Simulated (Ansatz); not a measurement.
A series of calculations on BNH₄ClF

## 1. Relaxation

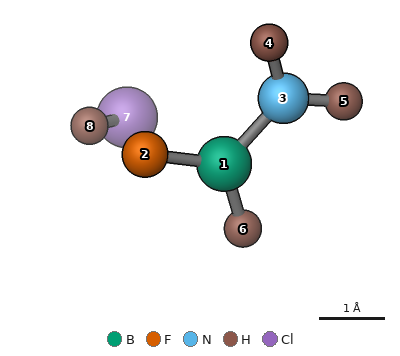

This is the input geometry for a relaxation of BNH$_{4}$ClF. Style: ball-and-stick. Shown at a tilt.

The run prepares an end point of a later path (reaction) calculation, from a guessed geometry.

These are results of RKS PBE0/6-31G* in Ansatz 0.2.0, not measurements.

Input file:
```yaml
crystal:
  periodic: [false, false, false]
  atoms:
    - { symbol: B, position_ang: [0.073591, -0.123259, -0.129213] }
    - { symbol: F, position_ang: [0.04531, -0.521017, 1.148631] }
    - { symbol: "N", position_ang: [1.281265, -0.183633, -0.82389] }
    - { symbol: H, position_ang: [2.148094, -0.484155, -0.401623] }
    - { symbol: H, position_ang: [1.367592, 0.113876, -1.782717] }
    - { symbol: H, position_ang: [-0.932635, 0.255714, -0.656226] }
    - { symbol: Cl, position_ang: [0.069559, 2.607141, 1.273756] }
    - { symbol: H, position_ang: [0.008824, 1.449632, 1.922881] }
basis:
  gaussian: { orbitals: "6-31G*" }
hamiltonian:
  xc: pbe0
relax:
  f_tol: 0.03
  max_steps: 50
```

Run as
```bash
ansatz run input.yaml --threads 1 --pin off --max-ram 2048MiB --backend cpu --events-out ev --progress --plain --runs-dir out
```

Question: Where does the relaxation end?

Answer: The atom that moves furthest after the best rigid fit is Cl7 (1.18 Å). Largest moves by element: Cl 1.18 Å, H 0.63 Å, F 0.59 Å, B 0.25 Å, N 0.20 Å. Some distances before and after: Cl7–H8 1.328 → 1.291 Å, B1–F2 1.339 → 1.354 Å, B1–N3 1.395 → 1.388 Å. Over 11 geometry steps the energy falls by 0.165 eV. Largest force component: 1 eV/Å at the start, 0.02 eV/Å at the end.

The structure at the end:

```xyz
8

B     0.0559   -0.1984   -0.3666
F    -0.0127    0.0329    0.9661
N     1.3041   -0.3203   -0.9622
H     2.1710   -0.2409   -0.4502
H     1.4158   -0.4898   -1.9493
H    -0.9643   -0.2867   -0.9827
Cl    0.1002    2.8943    2.4141
H    -0.0084    1.7233    1.8824
```

The end point in the same view:

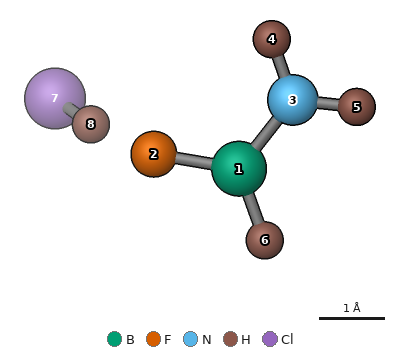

## 2. Relaxation

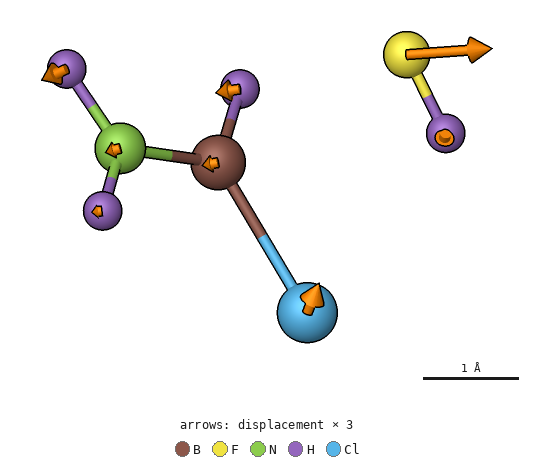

This is a relaxation of BNH4ClF. The starting structure is drawn; orange arrows show the displacements, magnified 3 times. The two geometries are superimposed by the best rigid fit.

The picture is a ball-and-stick view, seen at a tilt.

The run prepares an end point of a later path (reaction) calculation, from a guessed geometry.

Level of theory: RKS PBE0/6-31G* (Ansatz). (no spin polarisation; force threshold 0.03 eV/Å; at most 50 steps)

> Describe the change and its energy.

The atom that moves furthest after the best rigid fit is the F atom (0.32 Å). Largest moves by element: F 0.32 Å, Cl 0.13 Å, H 0.11 Å, B 0.06 Å, N 0.06 Å. Among the contacts that change: B–Cl 1.838 → 1.797 Å, F–H 0.929 → 0.935 Å. After 6 accepted moves (7 points after the start) the energy has fallen by 5.14 kJ/mol. The largest force component goes from 0.69 to 0.028 eV/Å. The line search rejected the trial step at point 1 of the run. Cost: 14 s on 1 thread of Intel(R) Xeon(R) 6975P-C (Granite Rapids), with other jobs on the host, peak memory 0.17 GiB.

Limits of the set-up: the start holds two separate molecules, 2.5 Å apart at their closest, whose relative position is a soft coordinate and is computed without a dispersion correction.

## 3. Path

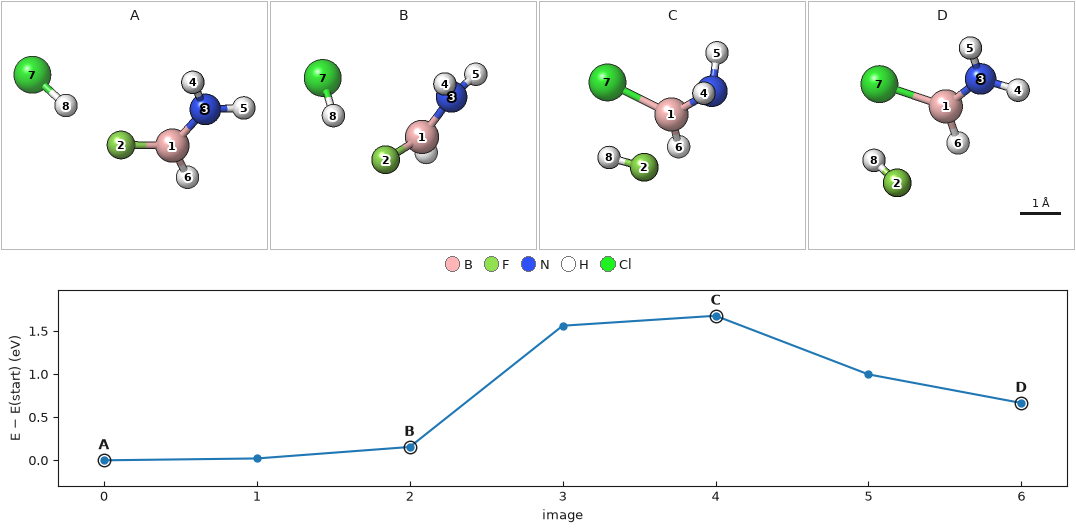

A nudged-elastic-band calculation for BNH4ClF. Images are numbered from 0 (start) to 6 (end). Frames A to D are images 0, 2, 4, 6. Style: ball-and-stick. Shown at a tilt.

All numbers below come from RKS PBE0/6-31G* in Ansatz 0.2.0. Run with 5 movable images; climbing image; force threshold 0.05 eV/Å; iteration limit 60; starting path through a guess of the saddle point.

**Read off the barrier and say what moves.**

Breaking: B1–F2 (1.35 → 2.09 at the top → 2.88 Å), Cl7–H8 (1.29 → 2.43 at the top → 2.38 Å). Forming: B1–Cl7 (4.16 → 1.84 at the top → 1.80 Å), F2–H8 (1.92 → 0.94 at the top → 0.94 Å). The highest point, image 4, lies 1.68 eV above the start and 1.01 eV above the end; the end is at +0.67 eV relative to the start. The band is converged.

Cost: 2.6 min on 1 thread of Intel(R) Xeon(R) 6975P-C (Granite Rapids) (shared host), peak memory 0.15 GiB.
